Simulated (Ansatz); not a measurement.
## Electronic structure of C₂H₃In (InH2(CCH)) (charge +1, doublet) in real space

Input

```
crystal:
  periodic: [false, false, false]
  atoms:
    - {symbol: In, position_ang: [0.606292, 1.058740, -0.002285]}
    - {symbol: H, position_ang: [2.333409, 1.400537, 0.029325]}
    - {symbol: H, position_ang: [0.060516, 2.729456, -0.035011]}
    - {symbol: C, position_ang: [-0.410173, -0.705417, 0.000790]}
    - {symbol: C, position_ang: [-1.025131, -1.774184, 0.002777]}
    - {symbol: H, position_ang: [-1.564923, -2.709132, 0.004415]}
basis:
  gaussian: {orbitals: def2-TZVP, initial_orbitals: start.molden}
total_charge: 1
magnetization: {spin_polarized: true, initial_magnetization: 1}
hamiltonian: {xc: pbe0, dispersion: d4}
scf: {omitted_lower_state_checks: [starts]}
output: {orbitals: {seedname: orbitals}}
```

Command:

```sh
ansatz run in.yaml --threads 4 --pin off --events-out ev --progress --plain --max-ram 3916MiB
```

Geometry: PBE-D4/def2-TZVP; core potentials replace the inner electrons of In.

Computed with Ansatz, UKS PBE0-D4/def2-TZVP.

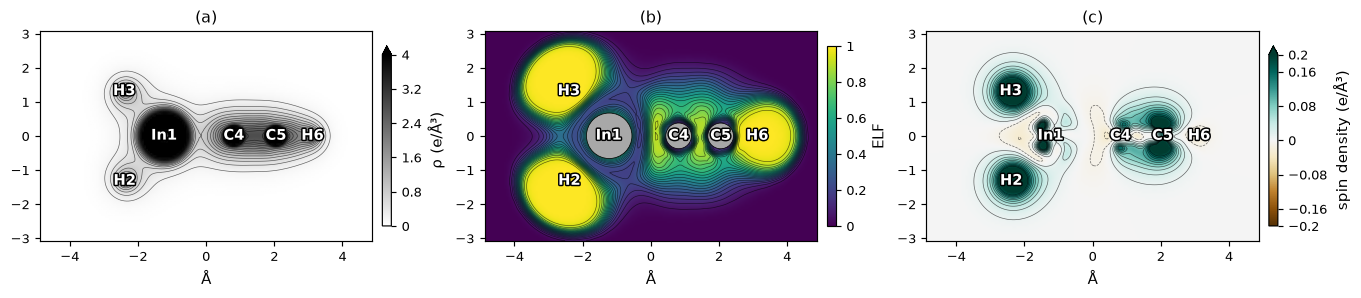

Figure 1. (a) electron density; (b) electron localisation function; (c) spin density (α minus β) on the molecular plane. Grey discs cover the atomic cores in the ELF map.

> What do the fields say about this system?

- The plane passes through In, H and C nuclei.
- C–C (1.23 Å): ρ is about 2.8 e/Å³ halfway; the ELF peaks at about 0.90 between the atoms; a short, multiple covalent bond.
- C–In (2.04 Å): ρ at the midpoint is about 0.81 e/Å³; the ELF peaks at about 0.90 in the valence shell of C, 0.7 Å from its nucleus, and drops to about 0.20 between the two atoms.
- C–H (1.08 Å): the density is about 2.1 e/Å³ at the midpoint; the ELF climbs to about 1 towards the hydrogen, as it does in any bond to H (an ordinary covalent bond to hydrogen).
- In–H (1.76 Å): ρ at the midpoint is about 1.1 e/Å³; the ELF climbs to about 1 towards the hydrogen.
- The unpaired spin (1 electron) lies mostly on H2 (about 0.3), H3 (about 0.3), C5 (about 0.2) and In1 (about 0.1), in electrons by Hirshfeld's partition.

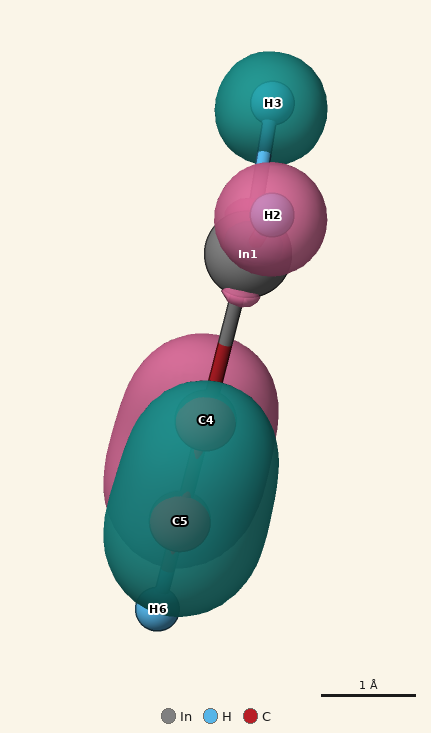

Figure 2. The HOMO−1 (α) at ±0.15 Å⁻³ᐟ² (teal and pink are the two phases), seen at an oblique angle.

> Describe this orbital and give its energy.

Its weight (Hirshfeld) is mainly on C5 (about 40 %), C4 (about 35 %), In1 (about 10 %), H2 (about 5 %) and H3 (about 5 %); it is symmetric in the molecular plane (an in-plane orbital: σ, lone-pair or in-plane π type). Its energy is −14.14 eV.

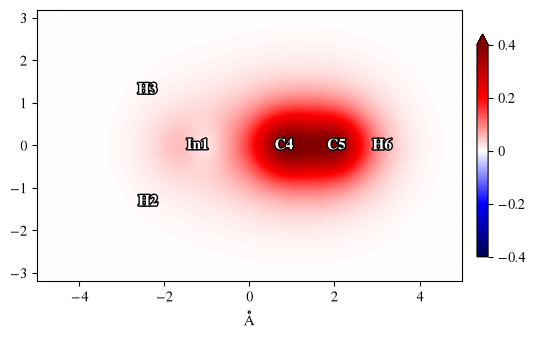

Figure 3. The HOMO−1 (β) on a plane 0.8 Å above the molecular plane (values in Å⁻³ᐟ²; the overall sign is arbitrary).

> What is the character of this orbital?

It lies mainly on C4 (about 50 %) and C5 (about 45 %); it changes sign across the molecular plane (π type); π-bonding across C4–C5. Its energy is −13.94 eV.
